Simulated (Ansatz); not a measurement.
**AlFH2OS: geometry optimisation**

What geometry does AlFH2OS take? Wanted for AlFH2OS: a geometry optimisation.

Computed with the Python package of Ansatz 0.2.0. Level of theory: PBE+D3(BJ)/6-31G*.

## (1) The structure

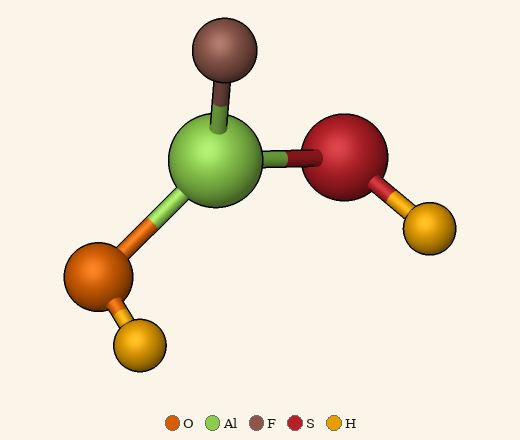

The structure that the script starts from, seen from a chosen angle (oxygen orange, aluminium green, fluorine brown, sulfur red, hydrogen amber).

The script holds or builds the structure itself.

## (2) The code

The input, opt.py:

```python
"""Minimum-energy structure of AlFH2OS."""

import argparse
import itertools

import ansatz
from ase.data import atomic_numbers, covalent_radii
import numpy as np

parser = argparse.ArgumentParser(description="Minimum-energy structure of AlFH2OS.")
parser.add_argument("--basis-set", default="6-31G*", help="basis")
parser.add_argument("--xc", required=True, help="exchange-correlation functional")
parser.add_argument("--dispersion", default="d3bj", help="dispersion correction")
args = parser.parse_args()

mol = (
    ansatz.Crystal.molecule()
    .atom("O", [1.1385, -0.4742, -1.3585])
    .atom("Al", [0.0459, -0.5681, 0.1336])
    .atom("F", [0.6263, -1.4591, 1.5593])
    .atom("S", [-1.9227, 0.4192, 0.1843])
    .atom("H", [1.6196, 0.3899, -1.2495])
    .atom("H", [-1.4655, 1.6284, 0.6846])
)

base = mol.calculation()
base = base.basis(gaussian=args.basis_set).functional(args.xc, dispersion=args.dispersion)
symbols = [site.symbol for site in mol.cartesian_sites]
start = np.array([site.position_ang for site in mol.cartesian_sites], dtype=float)
data = base.relax(force_tolerance=0.02, max_steps=100).run(threads=1).report
end = np.array(data["positions_ang"])

print("reference energy %16.6f eV" % data["reference_energy_ev"])
print("total energy     %16.6f eV" % data["free_energy_ev"])
print("occupied orbitals outside the frozen core (up, down):", data["n_occupied"], " frozen:", data["n_frozen"], " virtual:", data["n_virtual"])

# pairs closer than 1.2 times the sum of covalent radii, before or after
radius = [covalent_radii[atomic_numbers[s]] for s in symbols]
span = lambda where, i, j: np.linalg.norm(where[i] - where[j])
bonded = [(i, j) for i, j in itertools.combinations(range(len(symbols)), 2) if min(span(start, i, j), span(end, i, j)) < 1.2 * (radius[i] + radius[j])]
print("pair        before    after (A)")
for i, j in bonded:
    print(f"{symbols[i]}{i}-{symbols[j]}{j}".ljust(10), f"{span(start, i, j):8.4f} {span(end, i, j):8.4f}")

charges = data["charge_distribution"]
dipole = np.array(charges["dipole_moment_e_ang"]) * 4.803205
print("dipole (D): {:.3f} {:.3f} {:.3f}, length {:.3f}".format(*dipole, np.linalg.norm(dipole)))
print("atom  Mulliken   Lowdin")
for symbol, m, l in zip(symbols, charges["mulliken_charges_e"], charges["lowdin_charges_e"]):
    print(f"{symbol:4s} {m:9.3f} {l:8.3f}")
with open("alfh2os_opt.xyz", "w") as handle:
    handle.write(f"{len(symbols)}\nrelaxed AlFH2OS\n")
    handle.writelines(f"{s:2s} {x:11.6f} {y:11.6f} {z:11.6f}\n" for s, (x, y, z) in zip(symbols, end))
```

## (3) The run

On the command line:

```console
$ python opt.py --xc pbe
```

Output:

```text
reference energy    -22218.951866 eV
total energy        -22219.052713 eV
occupied orbitals outside the frozen core (up, down): [24, 24]  frozen: 0  virtual: [48, 48]
pair        before    after (A)
O0-Al1       1.8517   1.7144
O0-H4        0.9950   0.9736
Al1-F2       1.7786   1.6624
Al1-S3       2.2029   2.1943
S3-H5        1.3862   1.3614
dipole (D): -0.455 0.823 -0.891, length 1.295
atom  Mulliken   Lowdin
O       -0.686   -0.269
Al       0.827   -0.093
F       -0.385   -0.038
S       -0.313   -0.027
H        0.416    0.308
H        0.140    0.120
```

Run time: 34 s. Hardware: 1 thread of Intel Xeon Platinum 8259CL at 2.50GHz (Skylake/Cascade Lake), shared host; peak memory 0.24 GiB.

alfh2os_opt.xyz, as written:

```xyz
6
relaxed AlFH2OS
O     1.431313   -0.507601   -1.050067
Al    0.245508   -0.282774    0.167577
F     0.403334   -1.155770    1.573423
S    -1.451964    1.091210   -0.046331
H     1.355772   -0.003266   -1.879445
H    -1.941864    0.794301    1.188643
```

A comment line of the script is reworded here; the code is as run.

## (4) What the engine kept of the run

The report of the run holds:

```
             item         value
SCF cycles in all           138
         orbitals            72
total energy (eV)  -22219.05271
```

## (5) Path of the relaxation

The steps of the relaxation:

| step | E - E(step 1) (eV) | largest force component (eV/Å) |
| --- | --- | --- |
| 1 | 0.0000 | 2.0892 |
| 2 | -0.2335 | 1.3803 |
| 3 | -0.3252 | 0.9846 |
| 4 | -0.2704 | 2.3950 |
| 5 | -0.4037 | 0.2471 |
| 6 | -0.4463 | 0.2823 |
| 7 | -0.4711 | 0.5572 |
| 8 | -0.5489 | 0.6631 |
| 9 | -0.5701 | 1.0967 |
| 10 | -0.6725 | 0.2922 |
| 11 | -0.6862 | 0.9426 |
| 12 | -0.7197 | 0.1225 |
| 13 | -0.7217 | 0.0412 |
| 14 | -0.7224 | 0.0344 |
| 15 | -0.7224 | 0.0071 |

Step 1 is the start. Step 4 was tried and not accepted.

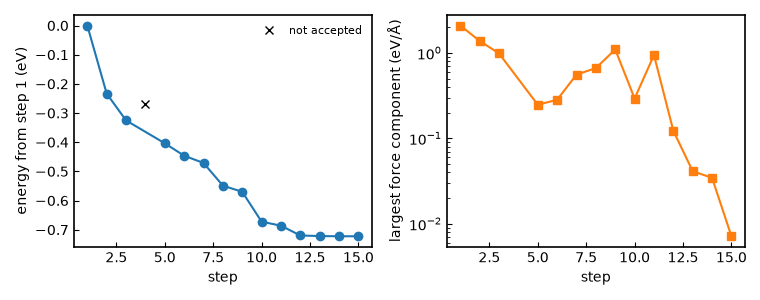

Energy and largest force along the relaxation.

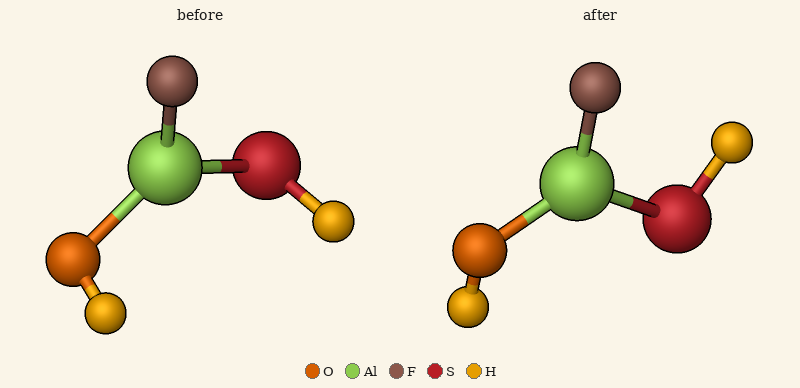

The structure before (left) and after (right) the relaxation, drawn at the same scale.

Before: Bond lengths: O1–Al2 1.852 Å, Al2–F3 1.779 Å, Al2–S4 2.203 Å, O1–H5 0.995 Å, S4–H6 1.386 Å. Angles: O1–Al2–F3 118.6°, O1–Al2–S4 121.5°, F3–Al2–S4 119.8°, Al2–O1–H5 103.9°, Al2–S4–H6 96.0°.

After: Bond lengths: O1–Al2 1.714 Å, Al2–F3 1.662 Å, Al2–S4 2.194 Å, O1–H5 0.974 Å, S4–H6 1.361 Å. Angles: O1–Al2–F3 117.8°, O1–Al2–S4 123.2°, F3–Al2–S4 119.0°, Al2–O1–H5 118.9°, Al2–S4–H6 93.1°.

## (6) Results

```
                    quantity           value
                total energy  -22219.0527 eV
               dipole moment          1.30 D
     moves of the relaxation              13
               energy gained        0.722 eV
last largest force component     0.0071 eV/Å
```

What this shows: The relaxation took 13 moves; the largest shift is 1.085 Å, of atom 6 (H). So large a move can change the bonding: the results belong to the relaxed structure. The end point is the stationary point reached from this start; no frequency run checks that it is a minimum, and the basis set is modest. The Löwdin charges here are taken after orthogonalising the functions within each atom; they differ from plain Löwdin charges, and their signs can be unphysical. Total less reference energy is the dispersion correction.
